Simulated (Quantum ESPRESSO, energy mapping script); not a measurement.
**MnS: J from the energies of magnetic orders**

Wanted: the magnetic order of MnS, its couplings and an estimate of its ordering temperature, by PBE+U (3 eV), QE, GBRV.

Calculated with Quantum ESPRESSO 7.5; PBE with U = 3 eV on Mn d, ortho-atomic projectors; plane waves, U on orthogonalised atomic orbitals unless named otherwise, collinear spin, no spin–orbit coupling.

**Measured values to reproduce.**

For MnS, rock salt (x = 0), “Single-Crystal and Powder Neutron Diffraction Study of FeXMn1-XS Solid Solutions” (2011, arxiv:1108.4537) gives, by neutron diffraction: ordering temperature (Neel temperature) 150 K.

Most raw output is cut from this account.

The database entry behind the starting cell differs from later determinations by our own check (an axis about 0.2 % short against later determinations), so it need not match the best structure at ambient conditions.

## (1) Set-up

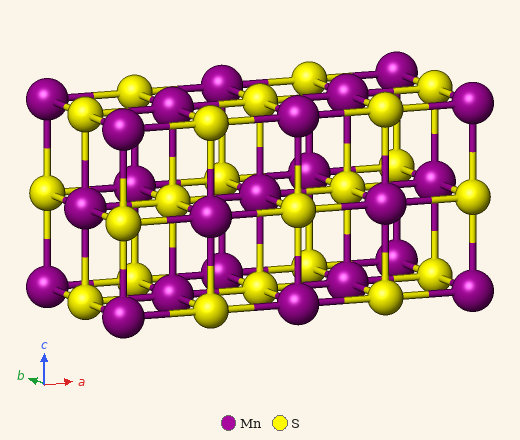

The cell as given, slightly off an axis (manganese purple, sulfur yellow). 2×1×1 cells are drawn. This picture shows the conventional cell, with its axes. Some periodic images of atoms are drawn too.

The U corrects the self-interaction that lets semilocal functionals spread d and f electrons too far. Its value here is typed, not computed. These runs use Quantum ESPRESSO.

## (2) Order 1: parallel, cell A of 4 atoms

Each cell gets its own parallel run on the same mesh, so that most of the mesh error cancels in the differences.

The potential files are GBRV's for PBE; pw.x takes the functional from them.

pw.in

```
&control
  calculation = 'scf'
  prefix = 'pw'
  outdir = './tmp/'
  pseudo_dir = './pseudo/'
  verbosity = 'low'
/
&system
  ibrav = 0
  nat = 4
  ntyp = 2
  ecutwfc = 45
  ecutrho = 360
  nbnd = 38
  occupations = 'smearing'
  smearing = 'fd'
  degauss = 0.00367493
  nspin = 2
  starting_magnetization(1) = 0.3000
/
&electrons
  conv_thr = 1.0e-08
  electron_maxstep = 120
  mixing_beta = 0.3
  mixing_mode = 'plain'
/
ATOMIC_SPECIES
  Mn 54.9380 Mn.upf
  S 32.0600 S.upf
CELL_PARAMETERS angstrom
  0.00000000 -2.60450000 -2.60450000
  -2.60450000 0.00000000 -2.60450000
  2.60450000 2.60450000 -5.20900000
ATOMIC_POSITIONS crystal
  Mn 0.50000000 0.50000000 0.50000000
  Mn 0.00000000 0.00000000 0.00000000
  S 0.75000000 0.75000000 0.75000000
  S 0.25000000 0.25000000 0.25000000
K_POINTS automatic
  7 7 7 0 0 0
HUBBARD {ortho-atomic}
U Mn-3d 3
```

Run with:

```sh
> OMP_NUM_THREADS=1 mpirun -n 8 pw.x -nk 8 -in pw.in > pw.out
```

Wall time 49 s (8 MPI ranks of Arm Neoverse N1, shared host); peak memory 1.1 GiB.

Spin moment in the sphere by atom:

```csv
atom,spin moment in the sphere (μB)
Mn1,4.48
Mn2,4.48
S3,0.14
S4,0.14
```

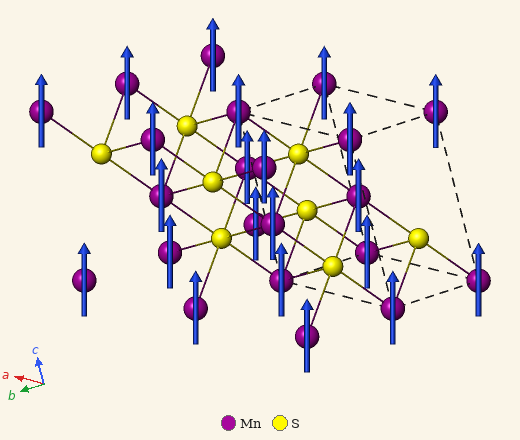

Spin moment in the sphere as arrows, the longest 4.48 μB. Up and down stand for the sign. Arrows give size and sign along the axis of quantisation, drawn up and down the page. Bonds to atoms that aren't drawn are left out. 2×2×1 cells are drawn. Some periodic images of atoms are drawn too.

The run ends ferromagnetic.

## (3) Compensated +− start in cell A (4 atoms)

This order reverses 6 of the 12 neighbours at 3.68 Å, 6 of the 6 neighbours at 5.21 Å and 12 of the 24 neighbours at 6.38 Å, counted for an average magnetic atom.

Edit pw.in of step 2 so:

```diff
@@ -10,6 +10,6 @@
   nat = 4
-  ntyp = 2
+  ntyp = 3
   ecutwfc = 45
   ecutrho = 360
-  nbnd = 38
+  nbnd = 33
   occupations = 'smearing'
@@ -19,2 +19,3 @@
   starting_magnetization(1) = 0.3000
+  starting_magnetization(2) = -0.3000
 /
@@ -27,3 +28,4 @@
 ATOMIC_SPECIES
-  Mn 54.9380 Mn.upf
+  Mn1 54.9380 Mn.upf
+  Mn2 54.9380 Mn.upf
   S 32.0600 S.upf
@@ -34,4 +36,4 @@
 ATOMIC_POSITIONS crystal
-  Mn 0.50000000 0.50000000 0.50000000
-  Mn 0.00000000 0.00000000 0.00000000
+  Mn1 0.50000000 0.50000000 0.50000000
+  Mn2 0.00000000 0.00000000 0.00000000
   S 0.75000000 0.75000000 0.75000000
@@ -41,2 +43,3 @@
 HUBBARD {ortho-atomic}
-U Mn-3d 3
+U Mn1-3d 3
+U Mn2-3d 3
```

Run time: 44 s. Hardware: 8 MPI ranks; peak memory 1.1 GiB.

Spin moment in the sphere by atom:

```csv
atom,spin moment in the sphere (μB)
Mn1,4.38
Mn2,-4.38
S3,0.00
S4,0.00
```

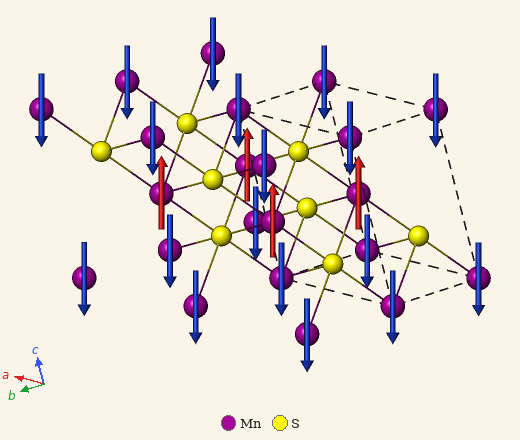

Spin moment in the sphere as arrows, the longest 4.38 μB. Up and down stand for the sign. Arrows give size and sign along the axis of quantisation, drawn up and down the page. The two directions have two colours. Bonds to atoms that aren't drawn are left out. 2×2×1 cells are drawn. Some periodic images of atoms are drawn too.

The run ends antiferromagnetic, 78.22 meV a magnetic atom below the parallel order of its cell.

## (4) Parallel start in cell B (4 atoms)

The parallel order again, as the reference for this cell.

This run holds the same structure in another cell (c 6.380 → 5.209 Å, α 73.2 → 90.0°, β 73.2 → 90.0°, γ 60.0 → 90.0°).

pw.in

```
&control
  calculation = 'scf'
  prefix = 'pw'
  outdir = './tmp/'
  pseudo_dir = './pseudo/'
  verbosity = 'low'
/
&system
  ibrav = 0
  nat = 4
  ntyp = 2
  ecutwfc = 45
  ecutrho = 360
  nbnd = 38
  occupations = 'smearing'
  smearing = 'fd'
  degauss = 0.00367493
  nspin = 2
  starting_magnetization(1) = 0.3000
/
&electrons
  conv_thr = 1.0e-08
  electron_maxstep = 120
  mixing_beta = 0.3
  mixing_mode = 'plain'
/
ATOMIC_SPECIES
  Mn 54.9380 Mn.upf
  S 32.0600 S.upf
CELL_PARAMETERS angstrom
  0.00000000 -2.60450000 -2.60450000
  0.00000000 2.60450000 -2.60450000
  5.20900000 0.00000000 0.00000000
ATOMIC_POSITIONS crystal
  Mn 0.50000000 0.50000000 0.50000000
  Mn 0.00000000 0.00000000 0.00000000
  S 0.50000000 0.50000000 0.00000000
  S 0.00000000 0.00000000 0.50000000
K_POINTS automatic
  6 6 4 0 0 0
HUBBARD {ortho-atomic}
U Mn-3d 3
```

Wall time 32 s (8 MPI ranks); peak memory 0.93 GiB; 4.3 min of CPU time.

The run ends ferromagnetic. For each magnetic atom its energy differs from the parallel run of the first cell by 0.93 meV, an error that one common reference would have brought in.

## (5) Order 4: compensated +−, cell B of 4 atoms

This order reverses 8 of the 12 neighbours at 3.68 Å, 0 of the 6 neighbours at 5.21 Å and 16 of the 24 neighbours at 6.38 Å, counted for an average magnetic atom.

Edit pw.in of step 4 so:

```diff
@@ -10,6 +10,6 @@
   nat = 4
-  ntyp = 2
+  ntyp = 3
   ecutwfc = 45
   ecutrho = 360
-  nbnd = 38
+  nbnd = 33
   occupations = 'smearing'
@@ -19,2 +19,3 @@
   starting_magnetization(1) = 0.3000
+  starting_magnetization(2) = -0.3000
 /
@@ -27,3 +28,4 @@
 ATOMIC_SPECIES
-  Mn 54.9380 Mn.upf
+  Mn1 54.9380 Mn.upf
+  Mn2 54.9380 Mn.upf
   S 32.0600 S.upf
@@ -34,4 +36,4 @@
 ATOMIC_POSITIONS crystal
-  Mn 0.50000000 0.50000000 0.50000000
-  Mn 0.00000000 0.00000000 0.00000000
+  Mn1 0.50000000 0.50000000 0.50000000
+  Mn2 0.00000000 0.00000000 0.00000000
   S 0.50000000 0.50000000 0.00000000
@@ -41,2 +43,3 @@
 HUBBARD {ortho-atomic}
-U Mn-3d 3
+U Mn1-3d 3
+U Mn2-3d 3
```

Elapsed: 33 s, on 8 MPI ranks; peak memory 0.94 GiB.

The run ends antiferromagnetic, 28.22 meV a magnetic atom below the parallel order of its cell.

## (6) Run 5 (parallel; cell C, 6 atoms)

pw.in

```
&control
  calculation = 'scf'
  prefix = 'pw'
  outdir = './tmp/'
  pseudo_dir = './pseudo/'
  verbosity = 'low'
/
&system
  ibrav = 0
  nat = 6
  ntyp = 2
  ecutwfc = 45
  ecutrho = 360
  nbnd = 54
  occupations = 'smearing'
  smearing = 'fd'
  degauss = 0.00367493
  nspin = 2
  starting_magnetization(1) = 0.3000
/
&electrons
  conv_thr = 1.5e-08
  electron_maxstep = 120
  mixing_beta = 0.3
  mixing_mode = 'plain'
/
ATOMIC_SPECIES
  Mn 54.9380 Mn.upf
  S 32.0600 S.upf
CELL_PARAMETERS angstrom
  0.00000000 2.60450000 2.60450000
  -2.60450000 0.00000000 -2.60450000
  -5.20900000 -5.20900000 5.20900000
ATOMIC_POSITIONS crystal
  Mn 0.00000000 0.00000000 0.00000000
  Mn 0.33333333 0.66666667 0.66666667
  Mn 0.66666667 0.33333333 0.33333333
  S 0.66666667 0.33333333 0.83333333
  S 0.00000000 0.00000000 0.50000000
  S 0.33333333 0.66666667 0.16666667
K_POINTS automatic
  7 7 3 0 0 0
HUBBARD {ortho-atomic}
U Mn-3d 3
```

Wall time 55 s (8 MPI ranks); peak memory 1.3 GiB.

The run ends ferromagnetic. For each magnetic atom its energy differs from the parallel run of the first cell by 0.01 meV, an error that one common reference would have brought in.

## (7) Order 6: uncompensated ++−, cell C of 6 atoms

This order reverses 4 of the 12 neighbours at 3.68 Å, 4 of the 6 neighbours at 5.21 Å and 12 of the 24 neighbours at 6.38 Å, counted for an average magnetic atom.

Edit pw.in of step 6 so:

```diff
@@ -10,6 +10,6 @@
   nat = 6
-  ntyp = 2
+  ntyp = 3
   ecutwfc = 45
   ecutrho = 360
-  nbnd = 54
+  nbnd = 49
   occupations = 'smearing'
@@ -19,2 +19,3 @@
   starting_magnetization(1) = 0.3000
+  starting_magnetization(2) = -0.3000
 /
@@ -27,3 +28,4 @@
 ATOMIC_SPECIES
-  Mn 54.9380 Mn.upf
+  Mn1 54.9380 Mn.upf
+  Mn2 54.9380 Mn.upf
   S 32.0600 S.upf
@@ -34,5 +36,5 @@
 ATOMIC_POSITIONS crystal
-  Mn 0.00000000 0.00000000 0.00000000
-  Mn 0.33333333 0.66666667 0.66666667
-  Mn 0.66666667 0.33333333 0.33333333
+  Mn1 0.00000000 0.00000000 0.00000000
+  Mn1 0.33333333 0.66666667 0.66666667
+  Mn2 0.66666667 0.33333333 0.33333333
   S 0.66666667 0.33333333 0.83333333
@@ -43,2 +45,3 @@
 HUBBARD {ortho-atomic}
-U Mn-3d 3
+U Mn1-3d 3
+U Mn2-3d 3
```

Run time: 56 s. Hardware: 8 MPI ranks; peak memory 1.3 GiB; 7.5 min of CPU time.

The run ends ferrimagnetic, 60.32 meV a magnetic atom below the parallel order of its cell.

## (8) Run 7 (parallel; cell D, 6 atoms)

This run holds the same structure in another cell (b 3.683 → 5.209 Å, c 9.022 → 6.380 Å, α 90.0 → 114.1°, β 90.0 → 106.8°, γ 120.0 → 90.0°).

pw.in

```
&control
  calculation = 'scf'
  prefix = 'pw'
  outdir = './tmp/'
  pseudo_dir = './pseudo/'
  verbosity = 'low'
/
&system
  ibrav = 0
  nat = 6
  ntyp = 2
  ecutwfc = 45
  ecutrho = 360
  nbnd = 54
  occupations = 'smearing'
  smearing = 'fd'
  degauss = 0.00367493
  nspin = 2
  starting_magnetization(1) = 0.3000
/
&electrons
  conv_thr = 1.5e-08
  electron_maxstep = 120
  mixing_beta = 0.3
  mixing_mode = 'plain'
/
ATOMIC_SPECIES
  Mn 54.9380 Mn.upf
  S 32.0600 S.upf
CELL_PARAMETERS angstrom
  0.00000000 -2.60450000 -2.60450000
  -5.20900000 0.00000000 0.00000000
  2.60450000 5.20900000 -2.60450000
ATOMIC_POSITIONS crystal
  Mn 0.66666667 0.66666667 0.33333333
  Mn 0.33333333 0.33333333 0.66666667
  Mn 0.00000000 0.00000000 0.00000000
  S 0.66666667 0.16666667 0.33333333
  S 0.33333333 0.83333333 0.66666667
  S 0.00000000 0.50000000 0.00000000
K_POINTS automatic
  6 6 6 0 0 0
HUBBARD {ortho-atomic}
U Mn-3d 3
```

It took 1.9 min on 8 MPI ranks; peak memory 1.5 GiB; 15 min of CPU time.

The run ends ferromagnetic. For each magnetic atom its energy differs from the parallel run of the first cell by 0.01 meV, an error that one common reference would have brought in.

## (9) Run 8 (uncompensated ++−; cell D, 6 atoms)

This order reverses 6.67 of the 12 neighbours at 3.68 Å, 2.67 of the 6 neighbours at 5.21 Å and 8 of the 24 neighbours at 6.38 Å, counted for an average magnetic atom.

Edit pw.in of step 8 so:

```diff
@@ -10,6 +10,6 @@
   nat = 6
-  ntyp = 2
+  ntyp = 3
   ecutwfc = 45
   ecutrho = 360
-  nbnd = 54
+  nbnd = 49
   occupations = 'smearing'
@@ -19,2 +19,3 @@
   starting_magnetization(1) = 0.3000
+  starting_magnetization(2) = -0.3000
 /
@@ -27,3 +28,4 @@
 ATOMIC_SPECIES
-  Mn 54.9380 Mn.upf
+  Mn1 54.9380 Mn.upf
+  Mn2 54.9380 Mn.upf
   S 32.0600 S.upf
@@ -34,5 +36,5 @@
 ATOMIC_POSITIONS crystal
-  Mn 0.66666667 0.66666667 0.33333333
-  Mn 0.33333333 0.33333333 0.66666667
-  Mn 0.00000000 0.00000000 0.00000000
+  Mn1 0.66666667 0.66666667 0.33333333
+  Mn1 0.33333333 0.33333333 0.66666667
+  Mn2 0.00000000 0.00000000 0.00000000
   S 0.66666667 0.16666667 0.33333333
@@ -43,2 +45,3 @@
 HUBBARD {ortho-atomic}
-U Mn-3d 3
+U Mn1-3d 3
+U Mn2-3d 3
```

It took 2.1 min on 8 MPI ranks; peak memory 1.5 GiB.

The run ends ferrimagnetic, 53.79 meV a magnetic atom below the parallel order of its cell.

## (10) Parallel start in cell E (6 atoms)

A new cell needs its own zero of energy.

This run holds the same structure in another cell (b 5.209 → 3.683 Å, c 6.380 → 8.236 Å, α 114.1 → 102.9°, β 106.8 → 102.9°).

pw.in

```
&control
  calculation = 'scf'
  prefix = 'pw'
  outdir = './tmp/'
  pseudo_dir = './pseudo/'
  verbosity = 'low'
/
&system
  ibrav = 0
  nat = 6
  ntyp = 2
  ecutwfc = 45
  ecutrho = 360
  nbnd = 54
  occupations = 'smearing'
  smearing = 'fd'
  degauss = 0.00367493
  nspin = 2
  starting_magnetization(1) = 0.3000
/
&electrons
  conv_thr = 1.5e-08
  electron_maxstep = 120
  mixing_beta = 0.3
  mixing_mode = 'plain'
/
ATOMIC_SPECIES
  Mn 54.9380 Mn.upf
  S 32.0600 S.upf
CELL_PARAMETERS angstrom
  0.00000000 2.60450000 2.60450000
  0.00000000 2.60450000 -2.60450000
  -7.81350000 -2.60450000 0.00000000
ATOMIC_POSITIONS crystal
  Mn 0.00000000 0.00000000 0.00000000
  Mn 0.33333333 0.33333333 0.66666667
  Mn 0.66666667 0.66666667 0.33333333
  S 0.83333333 0.83333333 0.66666667
  S 0.16666667 0.16666667 0.33333333
  S 0.50000000 0.50000000 0.00000000
K_POINTS automatic
  6 6 6 0 0 0
HUBBARD {ortho-atomic}
U Mn-3d 3
```

The job ended after 70 s (8 MPI ranks; peak memory 1.3 GiB).

The run ends ferromagnetic. For each magnetic atom its energy differs from the parallel run of the first cell by 0.70 meV, an error that one common reference would have brought in.

## (11) Order 10: uncompensated ++−, cell E of 6 atoms

This order reverses 5.33 of the 12 neighbours at 3.68 Å, 1.33 of the 6 neighbours at 5.21 Å and 16 of the 24 neighbours at 6.38 Å, counted for an average magnetic atom.

Edit pw.in of step 10 so:

```diff
@@ -10,6 +10,6 @@
   nat = 6
-  ntyp = 2
+  ntyp = 3
   ecutwfc = 45
   ecutrho = 360
-  nbnd = 54
+  nbnd = 49
   occupations = 'smearing'
@@ -19,2 +19,3 @@
   starting_magnetization(1) = 0.3000
+  starting_magnetization(2) = -0.3000
 /
@@ -27,3 +28,4 @@
 ATOMIC_SPECIES
-  Mn 54.9380 Mn.upf
+  Mn1 54.9380 Mn.upf
+  Mn2 54.9380 Mn.upf
   S 32.0600 S.upf
@@ -34,5 +36,5 @@
 ATOMIC_POSITIONS crystal
-  Mn 0.00000000 0.00000000 0.00000000
-  Mn 0.33333333 0.33333333 0.66666667
-  Mn 0.66666667 0.66666667 0.33333333
+  Mn1 0.00000000 0.00000000 0.00000000
+  Mn1 0.33333333 0.33333333 0.66666667
+  Mn2 0.66666667 0.66666667 0.33333333
   S 0.83333333 0.83333333 0.66666667
@@ -43,2 +45,3 @@
 HUBBARD {ortho-atomic}
-U Mn-3d 3
+U Mn1-3d 3
+U Mn2-3d 3
```

The job ended after 70 s (8 MPI ranks; peak memory 1.3 GiB).

The run ends ferrimagnetic, 37.43 meV a magnetic atom below the parallel order of its cell.

## (12) The fit

Each energy difference is a sum of couplings weighted by the pairs that the order reverses. A few near shells are fitted to the differences by least squares. Energies are those extrapolated to zero occupation width, not the free energies F.

The orders side by side; each is measured from the parallel order in the same cell and on the same mesh:

```csv
order,atoms,energy (meV a magnetic atom),moments (μB),moments kept as typed,"opposed neighbours at 3.68, 5.21, 6.38 Å"
parallel in cell A,4,0.00,4.48,yes,"0, 0, 0"
compensated +− in cell A,4,-78.22,4.38,yes,"6, 6, 12"
parallel in cell B,4,0.00,4.48,yes,"0, 0, 0"
compensated +− in cell B,4,-28.22,4.45,yes,"8, 0, 16"
parallel in cell C,6,0.00,4.48,yes,"0, 0, 0"
uncompensated ++− in cell C,6,-60.32,4.37 to 4.43,yes,"4, 4, 12"
parallel in cell D,6,0.00,4.48,yes,"0, 0, 0"
uncompensated ++− in cell D,6,-53.79,4.38 to 4.43,yes,"6.67, 2.67, 8"
parallel in cell E,6,0.00,4.48,yes,"0, 0, 0"
uncompensated ++− in cell E,6,-37.43,4.42 to 4.45,yes,"5.33, 1.33, 16"
```

Couplings from the energies, with E = −Σ J e·e over ordered pairs:

```csv
pair,distance (Å),neighbours,J (meV)
Mn–Mn,3.68,12,-1.34
Mn–Mn,5.21,6,-4.88
Mn–Mn,6.38,24,-0.189
Mn–Mn,7.37,12,-0.515
```

Adding the shell at 8.24 Å gives -1.1, -4.8, -0.16, -0.56 and -0.16 meV and a mean-field temperature of 169 K, an exact solve that tests nothing.

In mean field these couplings order at 179 K, at q = (0.50, 0.50, 0.50) in fractions of the conventional cell's reciprocal vectors, and give a Curie–Weiss temperature of -434 K.

## (13) Ordering temperature by Monte Carlo

Mean field ignores fluctuations and overstates the ordering temperature, so the model is also sampled. The heat capacity peaks where order sets in.

Classical unit spins with these couplings on 8×8×4 copies of a cell that holds the lowest order (512 spins), heat-bath sweeps, cooled from random directions, 831 sweeps to settle and 2493 measured at each temperature, averaged over 8 runs.

```csv
T (K),order along the lowest pattern,net moment,heat capacity (k_B a spin)
21.4,0.45,0.01,1.03
36.7,0.45,0.01,1.08
59.5,0.40,0.01,1.19
74.7,0.34,0.01,1.30
90.0,0.32,0.01,1.50
105,0.26,0.02,1.82
113,0.23,0.02,1.83
128,0.16,0.02,1.26
143,0.12,0.02,0.72
158,0.10,0.02,0.52
181,0.08,0.02,0.35
197,0.08,0.02,0.29
```

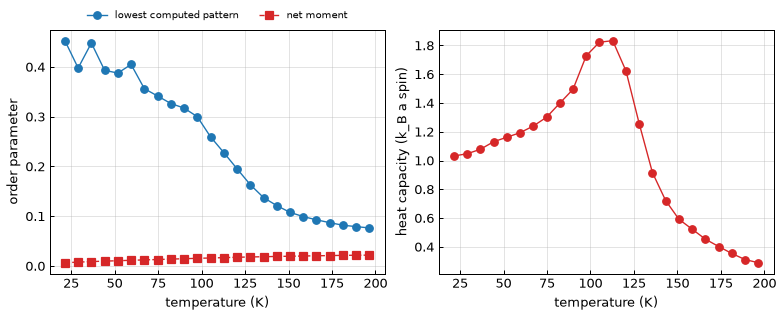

Order parameter and heat capacity against temperature.

The smoothed heat capacity peaks at 108 K. The order column follows one pattern alone; equivalent domains or another pattern share the rest.

## (14) Comparison

The first set of orders, under PBE+U (4 eV), QE, GBRV, took 1.5 h of CPU time summed over its finished orders (seed run apart), these 86 min.

```csv
quantity,this set,first set
"J at 3.68 Å, meV",-1.34,-1.01
"J at 5.21 Å, meV",-4.88,-3.49
"J at 6.38 Å, meV",-0.189,-0.151
"J at 7.37 Å, meV",-0.515,-0.400
"ordering temperature, mean field, K",179,125
"heat-capacity peak, Monte Carlo, K",108,74
```

The coupling that led in the first set goes from -3.49 to -4.88 meV.

## (15) Outcome

```json
{
 "lowest order tried": "compensated +− in cell A",
 "largest fitted value, Mn–Mn at 5.21 Å": "-4.88 meV",
 "ordering temperature, mean field": "179 K",
 "heat-capacity peak, Monte Carlo": "108 K"
}
```

Of the orders tried, MnS prefers the order “compensated +− in cell A” under PBE+U (3 eV), QE, GBRV, with 6 of 12 neighbours at 3.68 Å, 6 of 6 neighbours at 5.21 Å and 12 of 24 neighbours at 6.38 Å opposed, and the heat capacity of the fitted model peaks near 108 K (Monte Carlo, classical spins). The coupling at 5.21 Å is 1.4 times that of the first set, at 0.95 times the CPU time. The largest fitted coupling is the Mn–Mn pair at 5.21 Å, antiferromagnetic at -4.9 meV, across a ligand at about 180°. The straight metal–ligand–metal path outweighs the right-angled one, the pattern expected of superexchange through one ligand p orbital, which these runs do not test. The orders also reverse pairs at 8.24 Å, which are not fitted, so the fitted values hold their part too. With 5 differences for 4 couplings the fit misses by 1.9 meV at most, a small part of the spread. In the fitted orders moments change by up to 2.4 % against the parallel run of the same cell, so their size stays put. Monte Carlo puts the peak at 0.60 of the mean-field temperature, since mean field leaves out fluctuations. In tests on simple cubic and body-centred models such peaks lay 5 to 6 % under the bulk value. On cooling, the order along the one computed pattern stays at or under 0.45: the model settles in an equivalent domain, a degenerate mixture or another order. The Curie–Weiss temperature is 4.0 times the peak temperature in size, a mark of frustration. The parallel order holds 5 μB a magnetic atom, spin 2.5; the common factor (S+1)/S would raise the classical 108 K to 151 K, a correction that often overshoots. The classical value and the one scaled by (S+1)/S differ by a factor of 1.4, so closeness of either to the measured temperature is partly a matter of convention.

Calculation against experiment:

| quantity | measured | PBE+U (3 eV), QE, GBRV, Monte Carlo | PBE+U (3 eV), QE, GBRV, Monte Carlo × (S+1)/S |
| --- | --- | --- | --- |
| ordering temperature (spin model) (K) | 150 | 108 (-28.3 %) | 151 (+0.4 %) |

Measured values from arxiv:1108.4537 (2011).

Verdict: For the ordering temperature, of the levels listed nearest comes PBE+U (3 eV), QE, GBRV, Monte Carlo × (S+1)/S (+0.4 %, good agreement) and farthest PBE+U (3 eV), QE, GBRV, Monte Carlo (-28.3 %, fair agreement). A U picked for its result is no test. No cell relaxation is part of this session.

[Logs and program files are shortened in this print: banners, set-up blocks, solver, clock and traceback lines can be left out without a mark of their own.]

[Logs are printed without paths, hosts, clocks, repeated set-up lines and the standing remarks that a program may print on its own settings, such as how far it seeks lower states.]

[Hosts, paths, dates, database ids (printed as entryN), source tags and the programs' standing remarks are cut or masked in the printed files.]

[Where a cell is said to come from a database of computed structures, the database is the Materials Project.]
